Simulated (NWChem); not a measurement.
## Single-point calculation of P₂H₄

P₂H₄, computed with HF/3-21G, RHF (NWChem 7.3.0).

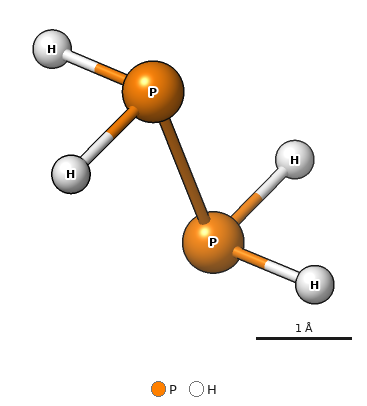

The structure (ball-and-stick view, seen at a tilt).

### Input
```
start h4p2
title "H4P2 hf"
memory 2200 mb
geometry units atomic noautosym nocenter noautoz
P    2.94167997   4.44546732 -10.50563003
P    0.96391150   4.82639832  -6.81011942
H    3.88610839   6.96063610 -10.45031775
H    5.18977375   3.47813542  -9.39590726
H    0.00470542   2.31708769  -6.87166780
H   -1.27709581   5.80954723  -7.92005006
end
basis "ao basis" spherical bse
P library 3-21G
H library 3-21G
end
scf
thresh 1e-08
maxiter 80
noprint "final vectors analysis"
end
task scf
```

Hardware: 1 thread of Intel Xeon (Granite Rapids), 16 GiB of memory available, shared host.

Launched with:
```bash
nwchem h4p2.nw > h4p2.out
```

### What the program printed
```
Northwest Computational Chemistry Package (NWChem) 7.3.0
             --------------------------------------------------------

           Job information
           ---------------

    nwchem branch   = 7.3.0
    use scalapack   = T
    input           = h4p2.nw
    prefix          = h4p2.
    data base       = ./h4p2.db
    status          = startup
    nproc           =        1

           Memory information
           ------------------

    heap     =     72089594 doubles =      550.0 Mbytes
    stack    =     72089599 doubles =      550.0 Mbytes
    global   =    144179200 doubles =     1100.0 Mbytes (distinct from heap & stack)
    total    =    288358393 doubles =     2200.0 Mbytes
    verify   = yes
    hardfail = no

           Directory information
           ---------------------

  0 permanent = .
  0 scratch   = .

                                NWChem Input Module
                                -------------------

                                      H4P2 hf
                                      -------

                             Geometry "geometry" -> ""
                             -------------------------

 Output coordinates in a.u. (scale by  1.000000000 to convert to a.u.)

  No.       Tag          Charge          X              Y              Z
 ---- ---------------- ---------- -------------- -------------- --------------
    1 P                   15.0000     2.94167997     4.44546732   -10.50563003
    2 P                   15.0000     0.96391150     4.82639832    -6.81011942
    3 H                    1.0000     3.88610839     6.96063610   -10.45031775
    4 H                    1.0000     5.18977375     3.47813542    -9.39590726
    5 H                    1.0000     0.00470542     2.31708769    -6.87166780
    6 H                    1.0000    -1.27709581     5.80954723    -7.92005006

      Atomic Mass
      -----------

      P                 30.973760
      H                  1.007825

 Effective nuclear repulsion energy (a.u.)      88.6188729336

            Nuclear Dipole moment (a.u.)
            ----------------------------
        X                 Y               Z
 ---------------- ---------------- ----------------
    66.3873638000   157.6433910400  -294.3741846200

            XYZ format geometry
            -------------------
     6
 geometry
 P                     1.55667011     2.35244017    -5.55934040
 P                     0.51008004     2.55402019    -3.60376026
 H                     2.05644015     3.68341026    -5.53007040
 H                     2.74631020     1.84055013    -4.97210036
 H                     0.00249000     1.22615009    -3.63633026
 H                    -0.67581005     3.07428022    -4.19111030

 ==============================================================================
                                internuclear distances
 ------------------------------------------------------------------------------
       center one      |      center two      | atomic units |       a.u.
 ------------------------------------------------------------------------------
    2 P                |   1 P                |     4.20874  |     4.20874
    3 H                |   1 P                |     2.68721  |     2.68721
    4 H                |   1 P                |     2.68722  |     2.68722
    5 H                |   2 P                |     2.68710  |     2.68710
    6 H                |   2 P                |     2.68713  |     2.68713
 ------------------------------------------------------------------------------
                         number of included internuclear distances:          5
 ==============================================================================

 ==============================================================================
                                 internuclear angles
 ------------------------------------------------------------------------------
        center 1       |       center 2       |       center 3       |  degrees
 ------------------------------------------------------------------------------
    2 P                |   1 P                |   3 H                |    93.58
    2 P                |   1 P                |   4 H                |    93.62
    3 H                |   1 P                |   4 H                |    91.97
    1 P                |   2 P                |   5 H                |    93.62
    1 P                |   2 P                |   6 H                |    93.57
    5 H                |   2 P                |   6 H                |    91.98
 ------------------------------------------------------------------------------
                            number of included internuclear angles:          6
 ==============================================================================

                      Basis "ao basis" -> "" (spherical)
                      -----
  [basis functions not shown]

 Summary of "ao basis" -> "" (spherical)
 ------------------------------------------------------------------------------
       Tag                 Description            Shells   Functions and Types
 ---------------- ------------------------------  ------  ---------------------
 P                           3-21G                   7       13   4s3p
 H                           3-21G                   2        2   2s

                                 NWChem SCF Module
                                 -----------------

                                      H4P2 hf

  ao basis        = "ao basis"
  functions       =    34
  atoms           =     6
  closed shells   =    17
  open shells     =     0
  charge          =   0.00
  wavefunction    = RHF
  input vectors   = atomic
  output vectors  = ./h4p2.movecs
  use symmetry    = F
  symmetry adapt  = F

 Summary of "ao basis" -> "ao basis" (spherical)
 ------------------------------------------------------------------------------
       Tag                 Description            Shells   Functions and Types
 ---------------- ------------------------------  ------  ---------------------
 P                           3-21G                   7       13   4s3p
 H                           3-21G                   2        2   2s

 Forming initial guess at       0.0s

      Superposition of Atomic Density Guess
      -------------------------------------

 Sum of atomic energies:        -679.86707134

      Non-variational initial energy
      ------------------------------

 Total energy =    -680.385151
 1-e energy   =   -1117.570460
 2-e energy   =     348.566436
 HOMO         =      -0.245835
 LUMO         =       0.063368

 Starting SCF solution at       0.0s

 ----------------------------------------------
         Quadratically convergent ROHF

 Convergence threshold     :          1.000E-08
 Maximum no. of iterations :           80
 Final Fock-matrix accuracy:          1.000E-10
 ----------------------------------------------

              iter       energy          gnorm     gmax       time
             ----- ------------------- --------- --------- --------
                 1     -680.2541022450  3.44D-01  1.16D-01      0.1
                 2     -680.2691898770  6.63D-02  3.46D-02      0.1
                 3     -680.2701227143  3.73D-03  1.48D-03      0.1
                 4     -680.2701255676  2.10D-06  6.19D-07      0.2
                 5     -680.2701255676  8.22D-10  2.68D-10      0.4

       Final RHF  results
       ------------------

         Total SCF energy =   -680.270125567607
      One-electron energy =  -1117.864567149979
      Two-electron energy =    348.975568648761
 Nuclear repulsion energy =     88.618872933611

        Time for solution =      0.3s

             Final eigenvalues
             -----------------

              1
    1  -79.3993
    2  -79.3993
    3   -7.4743
    4   -7.4737
    5   -5.3578
    6   -5.3572
    7   -5.3572
    8   -5.3571
    9   -5.3547
   10   -5.3547
   11   -0.9402
   12   -0.8048
   13   -0.5618
   14   -0.5025
   15   -0.4637
   16   -0.4544
   17   -0.3441
   18    0.1173
   19    0.1635
   20    0.1736
   21    0.2023
   22    0.2567
   23    0.5751
   24    0.5902
   25    0.6150
   26    0.6288
   27    0.6507

 center of mass
 --------------
 x =   1.95267825 y =   4.63626391 z =  -8.65797316

 moments of inertia (a.u.)
 ------------------
         234.904348612888          10.182894905832         125.000326625264
          10.182894905832         308.295825761875         -15.161442233026
         125.000326625264         -15.161442233026         105.095585383032

  Mulliken analysis of the total density
  --------------------------------------

    Atom       Charge   Shell Charges
 -----------   ------   -------------------------------------------------------
    1 P   15    14.99   2.00  1.97  5.87  0.80  1.84  1.09  1.42
    2 P   15    14.99   2.00  1.97  5.87  0.80  1.84  1.09  1.42
    3 H    1     1.01   0.43  0.57
    4 H    1     1.01   0.43  0.57
    5 H    1     1.01   0.43  0.57
    6 H    1     1.01   0.43  0.57

       Multipole analysis of the density wrt the origin
       ------------------------------------------------

     L   x y z        total         open         nuclear
     -   - - -        -----         ----         -------
     0   0 0 0     -0.000000      0.000000     34.000000

     1   1 0 0     -0.000767      0.000000     66.387364
     1   0 1 0      0.001898      0.000000    157.643391
     1   0 0 1     -0.000576      0.000000   -294.374185

     2   2 0 0    -21.391303      0.000000    187.405682
     2   1 1 0     -0.229397      0.000000    303.632522
     2   1 0 1     -0.916660      0.000000   -641.319680
     2   0 2 0    -22.156952      0.000000    745.512122
     2   0 1 1     -1.911779      0.000000  -1360.917017
     2   0 0 2    -26.653016      0.000000   2658.629058

 Task  times  cpu:        0.4s     wall:        0.4s
 Total times  cpu:        0.4s     wall:        0.4s
```

### Summary

```tsv
quantity	value
outcome	converged
total energy	−680.270126 hartree
basis functions	34
dipole moment	0.01 D
wall time	0.92 s
peak memory	0.097 GiB
```
